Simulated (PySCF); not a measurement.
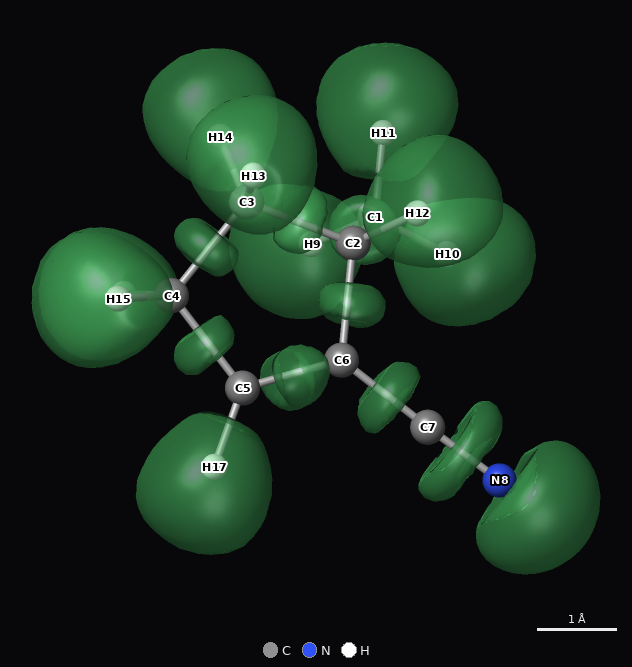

Figure 1: C$_{7}$H$_{9}$N (SMILES C[C@H]1CCC=C1C#N). Isosurface of the ELF at 0.8 (green), seen at a tilt. Only the valence region is drawn (cores and ρ < 0.01 e/Å³ removed).

Geometry: GFN2-xTB.

Computed with PySCF 2.14.0, PBE0/pcSseg-1, SCF density, gas phase, non-relativistic.

```csv
atom,x (Å),y (Å),z (Å)
C,1.8338,-0.0235,0.1101
C,0.5167,0.1975,-0.6347
C,-0.2832,-1.1045,-0.8354
C,-1.3460,-1.1196,0.2761
C,-1.4221,0.3062,0.7127
C,-0.4225,1.0318,0.2091
C,-0.1799,2.3947,0.4365
N,0.0409,3.5083,0.6066
H,1.6551,-0.5339,1.0544
H,2.3150,0.9297,0.3199
H,2.5105,-0.6269,-0.4907
H,0.7304,0.6898,-1.5881
H,-0.7730,-1.0882,-1.8095
H,0.3634,-1.9792,-0.7975
H,-2.3106,-1.4918,-0.0718
H,-1.0425,-1.7458,1.1206
H,-2.1931,0.6674,1.3718
```

### Where are the electrons localised?

At this value the surface marks out seven regions between bonded C–C atoms (shared pairs), one region between bonded C–N atoms (shared pairs), nine regions around hydrogen nuclei and one lobe on N, pointing away from the bonds (lone pairs). Profiles from the grid: C–N (1.15 Å): the ELF peaks at about 0.85 between the atoms; a short, multiple covalent bond. C–C (1.33 Å): the ELF peaks at about 0.90 between the atoms (a multiple bond).
